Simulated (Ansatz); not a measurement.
## Electronic structure of Cl$_{3}$GeH in real space

Input

```
crystal:
  periodic: [false, false, false]
  atoms:
    - { symbol: Ge, position_ang: [0.0, 0.0, 0.0] }
    - { symbol: Cl, position_ang: [0.0, 0.0, 2.22] }
    - { symbol: Cl, position_ang: [2.0935, 0.0, -0.7393] }
    - { symbol: H, position_ang: [-0.73, 1.2648, -0.5162] }
    - { symbol: Cl, position_ang: [-1.0456, -1.8115, -0.7393] }
basis:
  gaussian: { orbitals: def2-SVP }
hamiltonian:
  xc: pbe
relax:
  f_tol: 0.02
  max_steps: 40
output:
  orbitals: {}
```

Run with:

```sh
ansatz run input.yaml --threads 1 --pin off --max-ram 2048MiB --backend cpu --events-out ev --progress --plain --runs-dir out
```

The fields are those of the run's last geometry, not of the input's.

Method: RKS PBE/def2-SVP in Ansatz 0.2.0.

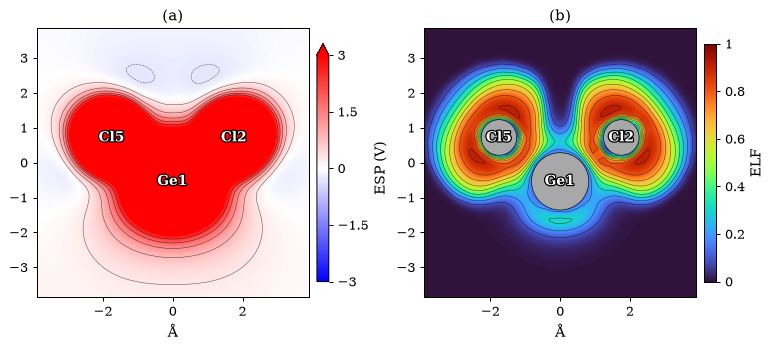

Figure 1. (a) electrostatic potential; (b) ELF on the plane of atoms Cl2, Ge1 and Cl5. Grey discs cover the atomic cores in the ELF map.

Question: Interpret the plot.

Answer: The section cuts through Ge and Cl sites.
Ge–Cl (2.16 Å): the ELF peaks at about 0.80 in the valence shell of Cl, 0.9 Å from its nucleus, and is about 0.65 at the midpoint.
The ELF also peaks beside Cl2 and Cl5, away from the bonds: lone-pair regions.
Outside the dense part of the molecule the potential is most negative (−0.3 V) near Cl2 and Cl5.

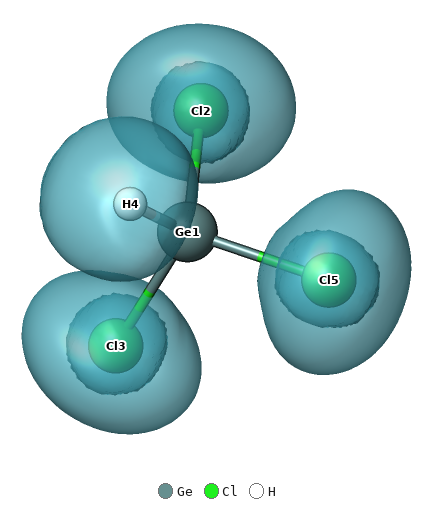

Figure 2. Isosurface of the electron localisation function at 0.75 (cyan), seen at a tilt. Only the valence region is drawn (cores and ρ < 0.01 e/Å³ removed).

Question: Identify the bonds, lone pairs and shells in this picture.

Answer: The surface consists of one region around a hydrogen nucleus and three regions wrapped around Cl (the valence shell of each).


 Ge–H (1.54 Å): the ELF climbs to about 1 towards the hydrogen.

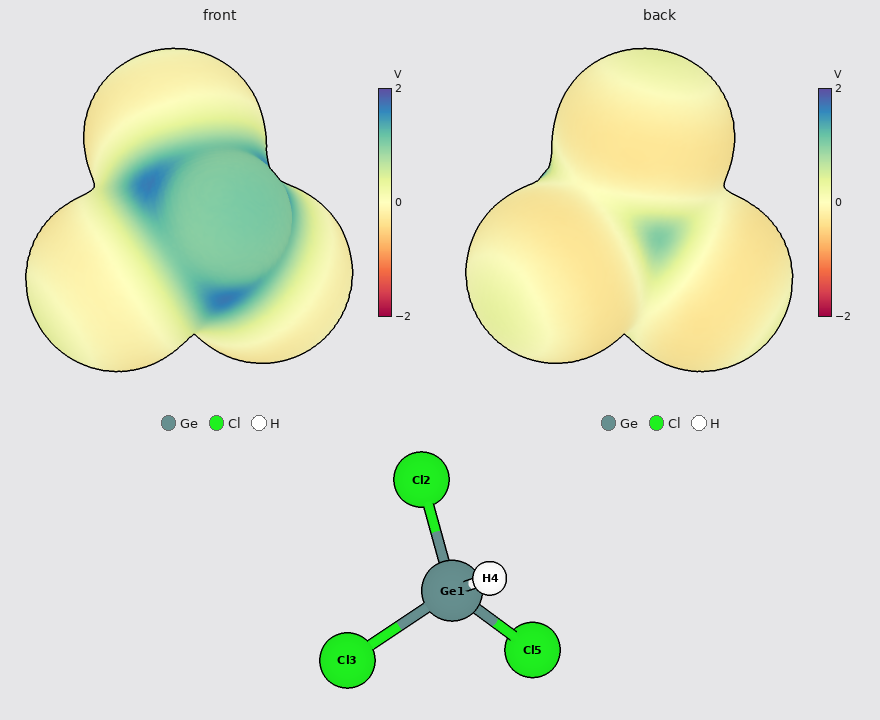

Figure 3. The electrostatic potential painted on the density surface at 0.002 e/bohr³, seen from the front and from behind; the colour scale runs from red (negative) to blue (positive). The bare structure is drawn below in the same view.

Question: Describe the electrostatic potential map.

Answer: The most negative region (about −0.3 V, or −7 kcal/mol for a unit charge) lies over Cl2, Cl3 and Cl5, the most positive (about +1.6 V, or +37 kcal/mol for a unit charge) over Ge1. Cl2 shows a σ-hole: about +0.3 V at the tip opposite its bond, against about −0.2 V on its flanks. Cl3 shows a σ-hole: about +0.3 V at the tip opposite its bond, against about −0.2 V on its flanks. Cl5 shows a σ-hole: about +0.3 V at the tip opposite its bond, against about −0.2 V on its flanks.
